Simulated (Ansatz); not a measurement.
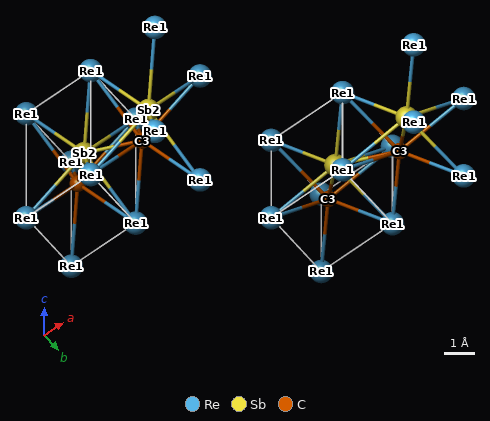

Two geometries of solid ReSbC (a generated structure, set up in P-6m2), drawn at one scale. One is the start of a relaxation, the other its converged end. The picture is a ball-and-stick view of the cell of the calculation, repeated 2 × 1 × 1 with one cell outlined, seen from a free direction.

Computed with Ansatz 0.2.0, DFT PBE, scalar-relativistic, plane waves, PAW. (plane-wave cutoff 420 eV; k-point mesh 15 × 15 × 12; occupations gaussian; smearing width 0.1 eV; no spin polarisation; cell and atoms relaxed; force threshold 0.01 eV/Å; at most 80 steps)

### Which of the two is the end point?

The right one is the relaxed one. Over 9 accepted moves (11 points after the start) the energy falls by 456 meV per atom. All forces vanish by symmetry, so only the cell relaxes. The pressure goes from −2.02 to 0.02 GPa. At 2 points the geometry stayed and the basis and grid were re-selected for the new cell (energy shift of 3.7 meV per atom at most each time). No atom moves by more than 0.005 Å relative to the cell. Cell: a = b 3.741 → 4.144 Å (+10.8 %), c 4.041 → 3.005 Å (−25.6 %). Volume −8.7 %. Some distances before and after: Re1–Re1 4.041 → 3.005 Å, Sb2–Sb2 4.041 → 3.005 Å, Sb2–C3 2.160 → 2.393 Å, Re1–Sb2 2.958 → 2.825 Å. Among the angles between lasting bonds that change: Sb2–Re1–Sb2 86.2° → 64.3°, Sb2–Re1–Sb2 78.5° → 94.3°, Sb2–Re1–Sb2 137.2° → 129.9°. The space group stays P-6m2 (No. 187).
